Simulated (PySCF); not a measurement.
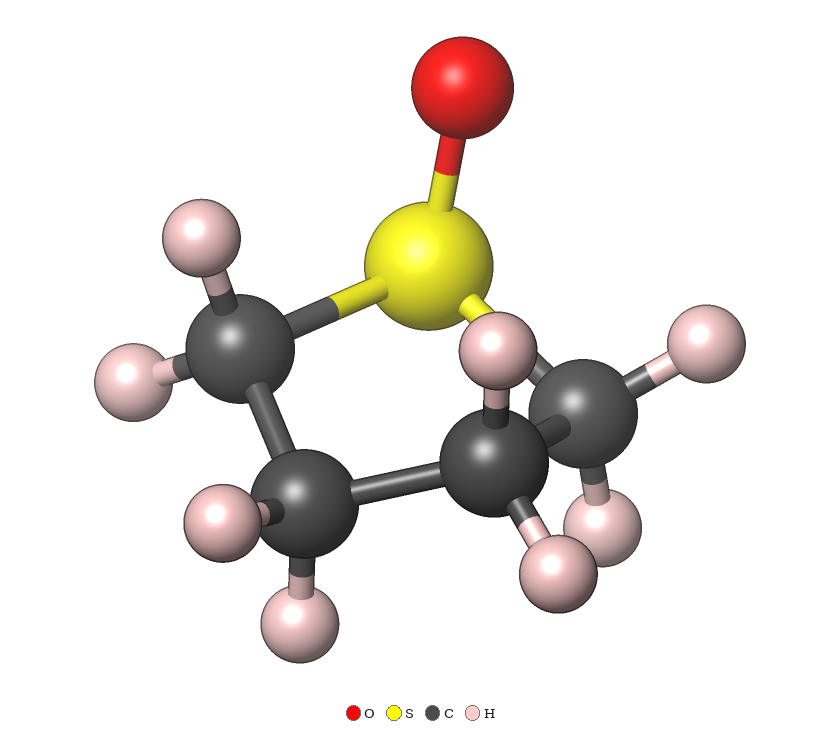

The picture shows a molecular structure as a ball-and-stick model. Every bond is drawn as one stick, whatever its order.

Computed geometry: GFN2-xTB optimisation. No frequency run is at hand to confirm it as a minimum.

Which formula does it have?

Answer. C₄H₈OS, 14 atoms: 4 carbon, 8 hydrogen, 1 oxygen and 1 sulfur.

Name functional groups in it.

Answer. Among them: sulfoxide.

The parts below concern this one geometry. Atoms keep their numbers from picture to picture.

**Shape**

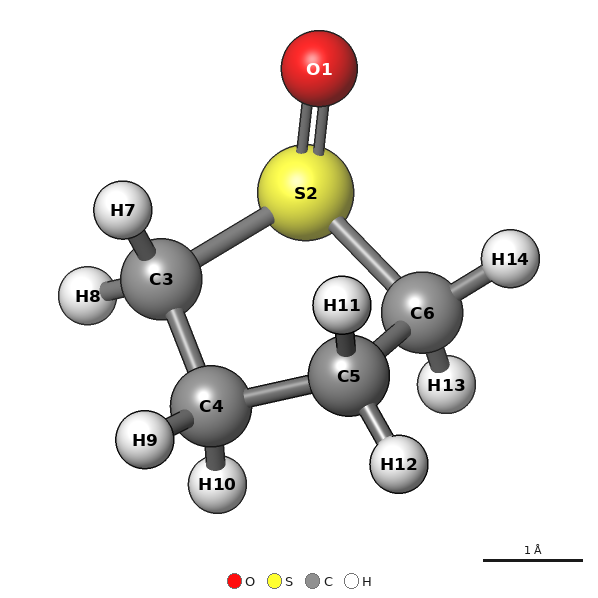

The atoms are numbered. No frequency run is at hand to confirm it as a minimum.

Give the bond lengths.

| bond | length (Å) | order |
| --- | --- | --- |
| O1–S2 | 1.464 | double |
| S2–C3 | 1.867 | single |
| S2–C6 | 1.860 | single |
| C3–C4 | 1.517 | single |
| C3–H7 | 1.089 | single |
| C3–H8 | 1.087 | single |
| C4–C5 | 1.525 | single |
| C4–H9 | 1.091 | single |
| C4–H10 | 1.092 | single |
| C5–C6 | 1.515 | single |
| C5–H11 | 1.092 | single |
| C5–H12 | 1.091 | single |
| C6–H13 | 1.089 | single |
| C6–H14 | 1.087 | single |

**Dipole moment**

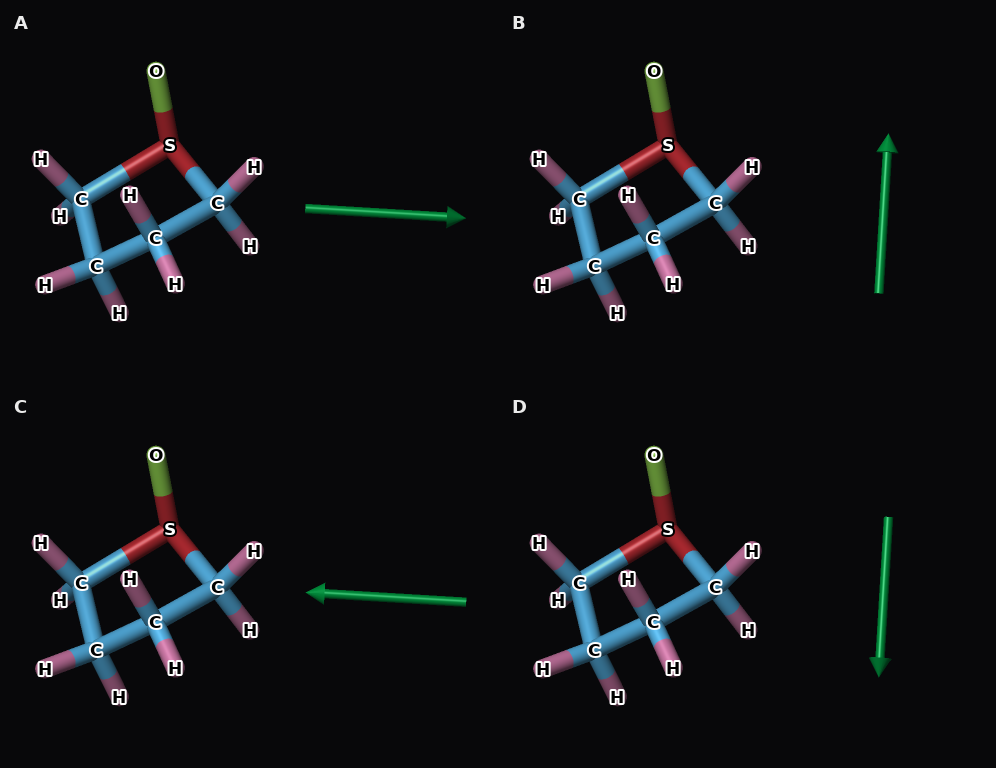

The same molecule four times, each with an arrow. No frequency run is at hand to confirm it as a minimum. Method: PBE0/pcSseg-1, gas phase (PySCF 2.14.0).

Which arrow points along the dipole moment, from the negative to the positive end?

Answer. D. The dipole moment is 4.14 D.

**Charges**

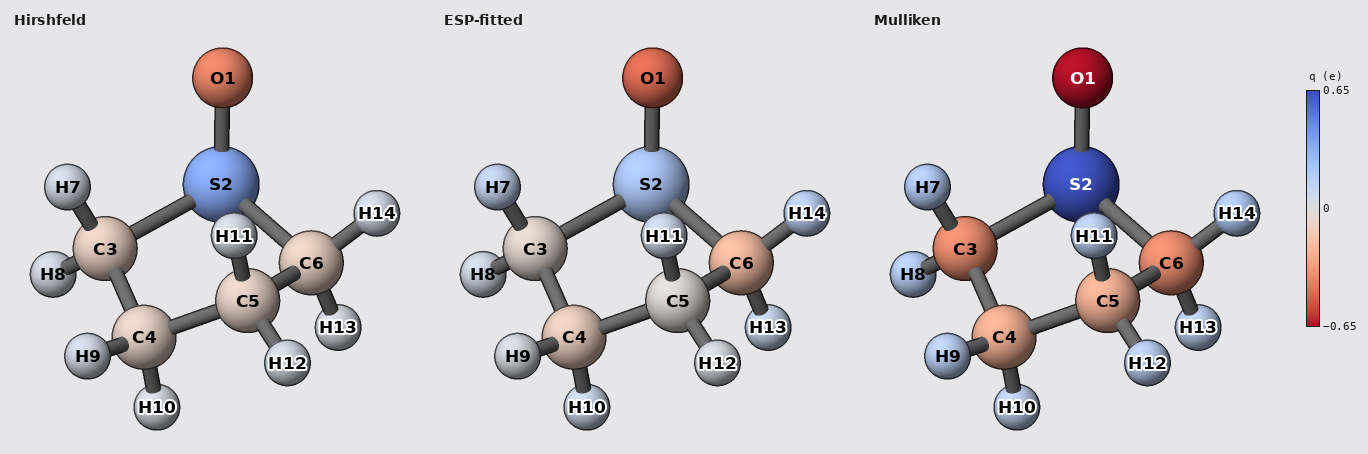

Atomic charges of one calculation by 3 schemes, on one colour scale. No frequency run is at hand to confirm it as a minimum. Method: PBE0/pcSseg-1 (PySCF 2.14.0).

Which scheme gives the most polar picture (largest mean size of the charges)?

Answer. The Mulliken charges are the largest in size here, and the Hirshfeld charges the smallest.

On which atom do the schemes disagree most?

Answer. On S2 (from 0.19 to 0.62 e).

List the charges (e), one line for each set of equivalent atoms. Atoms whose distances differ by more than 0.02 Å in this geometry are listed apart.

```csv
atom,Hirshfeld,ESP-fitted,Mulliken
O1,−0.38,−0.44,−0.63
S2,0.32,0.19,0.62
C3,−0.08,−0.04,−0.35
C4,−0.07,−0.10,−0.23
C5,−0.07,−0.02,−0.22
C6,−0.09,−0.19,−0.35
H7,0.05,0.11,0.17
H8,0.04,0.05,0.15
H9,0.05,0.03,0.14
H10,0.04,0.07,0.12
H11,0.04,0.07,0.14
H12,0.05,0.03,0.14
H13,0.04,0.09,0.14
H14,0.05,0.14,0.17
```

**NMR shielding**

The questions are on isotropic NMR shieldings of the C atoms. No frequency run is at hand to confirm it as a minimum. Properties computed with GIAO PBE0/pcSseg-1 NMR shielding, non-relativistic, gas phase (PySCF 2.14.0).

Give the isotropic NMR shieldings of the C atoms atom by atom.

```json
{"atom": "C3", "σ (ppm)": "121.0"}
{"atom": "C4", "σ (ppm)": "155.0"}
{"atom": "C5", "σ (ppm)": "156.6"}
{"atom": "C6", "σ (ppm)": "125.8"}
```

Mulliken values depend strongly on the basis set and can even reverse the polarity of a bond.
